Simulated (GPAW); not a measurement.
Band structure of TbHg (Pm-3m, 2 atoms in the cell).

```yaml
crystal:
  lattice:
    - [3.71131, 0.00000, 0.00000]
    - [0.00000, 3.71131, 0.00000]
    - [0.00000, 0.00000, 3.71131]
  atoms:
    - { symbol: Tb, position: [0.50000, 0.50000, 0.50000], spin: 6.0 }
    - { symbol: Hg, position: [0.00000, 0.00000, 0.00000] }
```
(The spins are starting values, not results.)

Computed with LDA (Perdew-Wang 92), GPAW PAW datasets LDA (gpaw-data 1.0.1) (plane waves; GPAW).

Settings: spinpol = true; mode = pw; ecut = 800 eV; xc = LDA; kpts = 6 6 6; mesh shift (steps) = 0 0 0; occupations.name = fermi-dirac; occupations.width = 0.1 eV; nbands = -8; symmetry.symmorphic = false; symmetry.tolerance = 0.0005; maxiter = 100; bandpath_npoints = 40.

The starting cell comes from a database of computed structures (which also holds hypothetical and non-ambient phases and stackings), without a prior relaxation at this level. Spin-orbit coupling is off. With one magnetic atom in the cell only a parallel order is possible. With U or open f shells several self-consistent states can exist. The f electrons are in the valence without U or exact exchange, which can misplace them near the Fermi level. Spin-orbit terms, which matter for f shells, are left out.

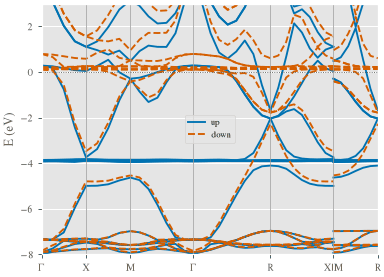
Fig. 1. Bands along the path, energies from the Fermi level.

Levels in eV from the Fermi level, bands 19 to 25 of the first spin channel:
```csv
point,19,20,21,22,23,24,25
Γ,-3.90,-3.85,0.28,0.28,4.28,4.28,4.28
X,-3.84,-3.82,-3.74,0.05,1.11,1.11,4.00
M,-3.86,-3.84,-0.29,-0.29,0.48,3.15,3.15
R,-3.86,-2.04,-2.04,-2.04,-1.68,5.55,5.55
```

Bands cross the Fermi level along this path, so the cell is metallic at this level.

The net moment of the cell came out as 5.81 μB.
